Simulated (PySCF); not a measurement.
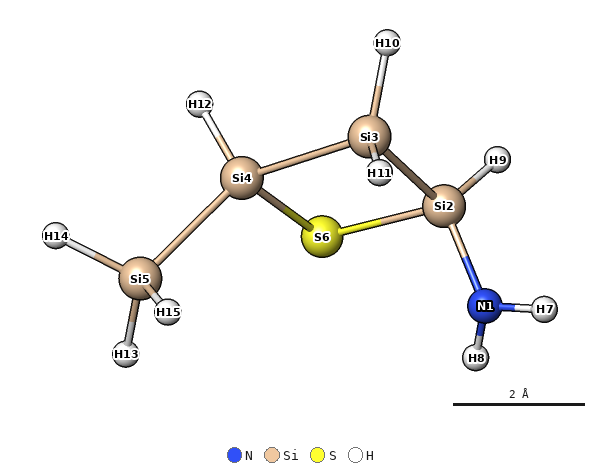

*The structure (ball-and-stick view, seen at a tilt; atoms are numbered from 1 in the order of the input).*

Bond lengths as drawn: H–N 1.01 Å, H–Si 1.46 to 1.47 Å, N–Si 1.72 Å, Si–Si 2.32 to 2.36 Å and S–Si 2.18 to 2.21 Å.

## Run report: Si4NH9S, NMR shielding calculation

Si4NH9S, SMILES N[Si@@H]1[SiH2][Si@H]([SiH3])S1, computed with GIAO PBE0/pcSseg-1 NMR shielding, non-relativistic, gas phase (PySCF 2.14.0).

The geometry comes from this level: GFN2-xTB. Figures and captions count atoms from 1; the log counts them from 0 in places.

### The program's output
```
coarse grid: 14768 points
cycle   1  E = -1615.5487490494  dE =  3.039e-01  |g| = 4.782e-01  |ddm| = 3.662e+00
cycle   2  E = -1615.5020007692  dE =  4.675e-02  |g| = 6.487e-01  |ddm| = 1.476e+00
cycle   3  E = -1615.6053987479  dE = -1.034e-01  |g| = 4.106e-02  |ddm| = 9.658e-01
cycle   4  E = -1615.6057776121  dE = -3.789e-04  |g| = 1.543e-02  |ddm| = 7.926e-02
cycle   5  E = -1615.6058373911  dE = -5.978e-05  |g| = 5.769e-03  |ddm| = 3.052e-02
cycle   6  E = -1615.6058454275  dE = -8.036e-06  |g| = 1.509e-03  |ddm| = 1.088e-02
final grid: 118792 points
cycle   7  E = -1615.6363642763  dE = -1.562e-05  |g| = 5.423e-03  |ddm| = 2.033e-02
cycle   8  E = -1615.6363585598  dE =  5.717e-06  |g| = 7.288e-03  |ddm| = 1.331e-02
cycle   9  E = -1615.6363701078  dE = -1.155e-05  |g| = 5.366e-04  |ddm| = 8.346e-03
cycle  10  E = -1615.6363701673  dE = -5.948e-08  |g| = 9.790e-05  |ddm| = 8.335e-04
cycle  11  E = -1615.6363701698  dE = -2.513e-09  |g| = 3.242e-05  |ddm| = 1.865e-04
cycle  12  E = -1615.6363701701  dE = -2.992e-10  |g| = 1.012e-05  |ddm| = 7.154e-05
```

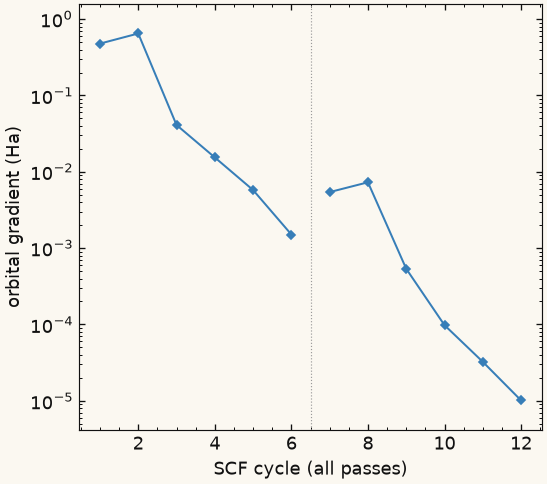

*Convergence of the self-consistent field: orbital gradient against the SCF cycle. The dotted line marks the change from a coarse to the final integration grid.*

The first 6 cycles use a coarse grid, the final grid takes over at cycle 7, and the field converges after 12 cycles in all.

```
converged SCF energy = -1615.6363701701

GIAO shielding tensors (ppm)
atom      isotropic    diamagn.    paramagn.     s11        s22        s33       span
  0 N      241.443     316.016     -74.573    195.711    240.006    288.613     92.902
  1 Si     343.110     879.760    -536.650    312.964    352.075    364.291     51.328
  2 Si     423.458     881.215    -457.757    359.255    414.253    496.867    137.612
  3 Si     391.214     880.375    -489.162    330.361    383.369    459.911    129.550
  4 Si     455.122     879.834    -424.712    420.481    462.236    482.650     62.169
  5 S      686.399    1061.039    -374.640    601.513    626.336    831.349    229.836
  6 H       31.622      29.323       2.298     23.961     26.749     44.155     20.193
  7 H       31.089      31.128      -0.039     23.724     28.666     40.877     17.153
  8 H       25.353      28.366      -3.013     21.107     23.941     31.011      9.904
  9 H       27.235      29.518      -2.283     24.297     24.952     32.455      8.158
 10 H       27.371      29.918      -2.548     24.566     25.226     32.320      7.754
 11 H       26.109      29.466      -3.357     22.161     25.045     31.120      8.959
 12 H       27.915      28.875      -0.960     24.306     26.426     33.013      8.707
 13 H       28.059      28.465      -0.406     24.372     25.572     34.233      9.861
 14 H       27.990      29.091      -1.101     24.449     26.670     32.851      8.401
```

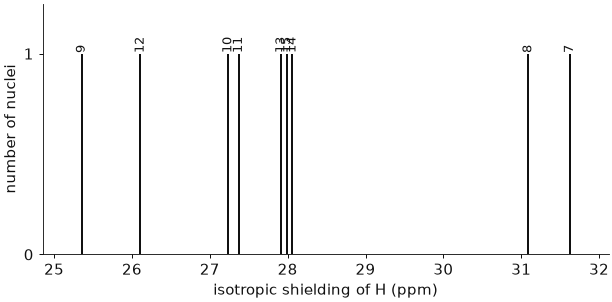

*Isotropic shieldings of the hydrogen nuclei in this fixed geometry, labelled by atom number; shielding grows to the right, so chemical shift grows to the left.*

The least shielded is H9 (25.4 ppm), the most shielded H7 (31.6 ppm).

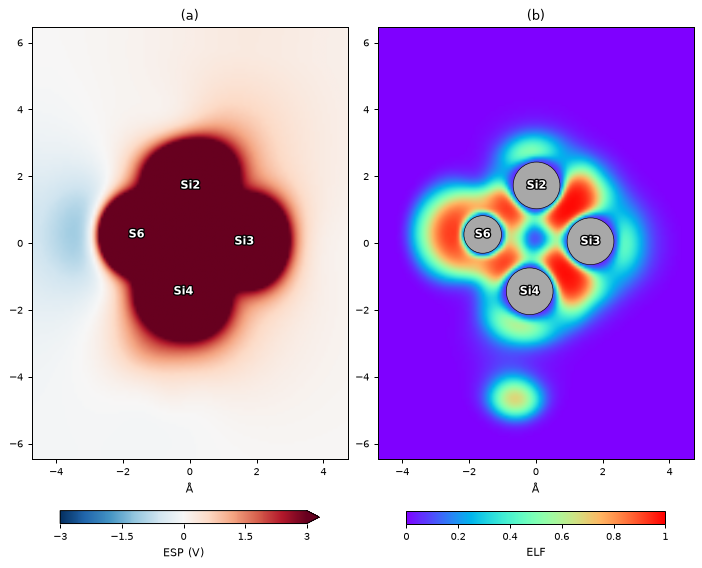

*(a) electrostatic potential; (b) ELF on the plane of atoms Si3, Si4 and S6. Grey discs, where drawn, cover atomic cores.*

Atoms in the plane: Si and S. Si–Si (2.33 Å): the ELF peaks at about 1 between the atoms (a covalent bond).

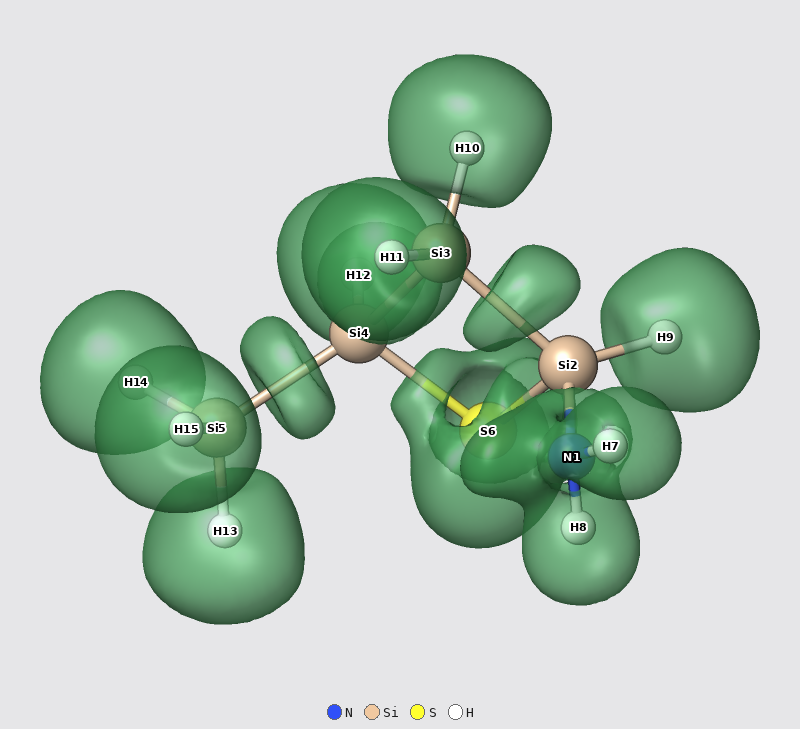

*Isosurface of the electron localisation function at 0.75 (green), seen at a tilt. Core shells and regions of very low density are left out.*

Values along the shortest contacts:

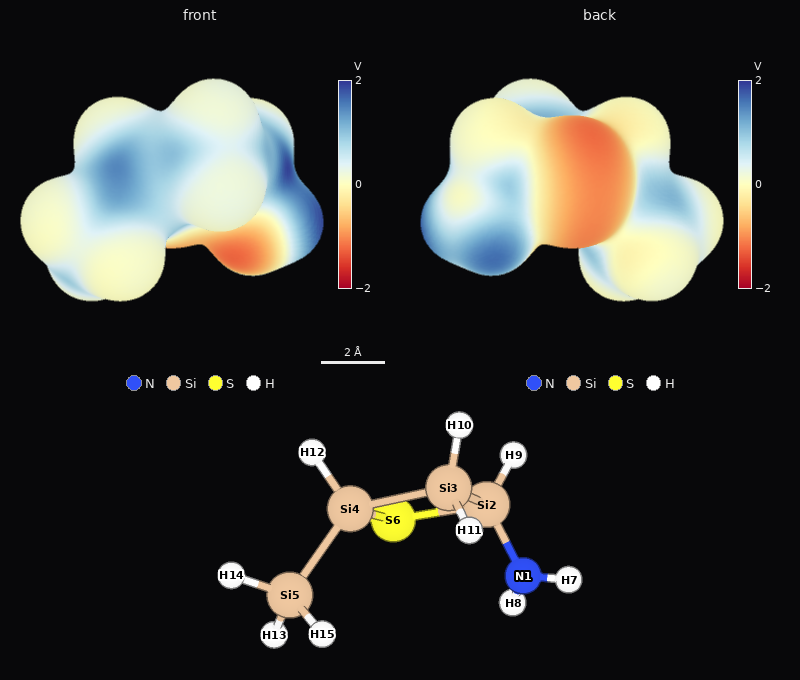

*The electrostatic potential painted on the density surface at 0.002 e/bohr³, seen at a tilt and from behind; red is negative and blue positive. The bare structure is drawn below in the same view.*

A positive charge is drawn to the negative regions and a negative charge to the positive ones.

This output came from the following input.

### Input file
```
{"job": {"kind": "nmr", "xc": "PBE0", "basis": "pcSseg-1"}, "charge": 0, "multiplicity": 1}
N      2.570856    -0.451765     0.755547
Si     1.965127    -0.157034    -0.829741
Si     0.455736     1.611408    -0.863133
Si    -1.200407    -0.054047    -1.061449
Si    -2.781604    -0.549382     0.558423
S      0.361322    -1.611699    -1.095451
H      3.381069     0.048343     1.081350
H      2.593522    -1.404208     1.085826
H      2.914369    -0.427494    -1.913158
H      0.609858     2.557178    -1.976983
H      0.376328     2.456536     0.335469
H     -1.765854    -0.137397    -2.417862
H     -2.766584    -1.924514     1.054468
H     -4.126631    -0.279354     0.042263
H     -2.591521     0.331417     1.716865
```

The first line tells a small driver script what to run in PySCF; the rest is the geometry in Å.

Launch command:
```bash
OMP_NUM_THREADS=1 python <driver script> task.json out
```

### Summary

- outcome: converged
- total energy: −1615.636370 hartree
- HOMO: −7.00 eV
- LUMO: −1.32 eV
- dipole moment: 2.30 D
- isotropic shielding, N: 241.4 ppm
- isotropic shielding, Si: 343.1 to 455.1 ppm
- isotropic shielding, S: 686.4 ppm
- isotropic shielding, H: 25.4 to 31.6 ppm
- hardware: 1 CPU thread, shared host
- wall time: 56 s
- peak memory: 0.77 GiB
